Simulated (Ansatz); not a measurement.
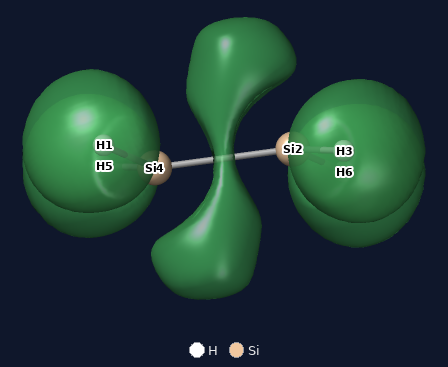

H₄Si₂. Isosurface of the ELF at 0.85 (green), seen from one side. Only the valence region is drawn (cores and ρ < 0.01 e/Å³ removed).

The product side of a reaction path; geometry: PBE0-D4/def2-TZVP.

Method: RKS PBE0-D4/def2-TZVPP (Ansatz).

```json
{"atom": "H", "x (Å)": "-1.4537", "y (Å)": "1.4712", "z (Å)": "-0.8200"}
{"atom": "Si", "x (Å)": "0.2827", "y (Å)": "-1.0331", "z (Å)": "0.0269"}
{"atom": "H", "x (Å)": "-0.0548", "y (Å)": "-1.9339", "z (Å)": "-1.0989"}
{"atom": "Si", "x (Å)": "-0.2826", "y (Å)": "1.0330", "z (Å)": "-0.0269"}
{"atom": "H", "x (Å)": "0.0552", "y (Å)": "1.9345", "z (Å)": "1.0982"}
{"atom": "H", "x (Å)": "1.4533", "y (Å)": "-1.4718", "z (Å)": "0.8206"}
```

> Identify the bonds, lone pairs and shells in this picture.

At this value the surface marks out one region between bonded Si–Si atoms (shared pairs) and four regions around hydrogen nuclei. Along the contacts the grid gives the following. Si–Si (2.14 Å): the ELF peaks at about 0.95 between the atoms, as expected for a shared electron pair. Si–H (1.48 Å): the ELF climbs to about 1 towards the hydrogen, as it does in any bond to H.
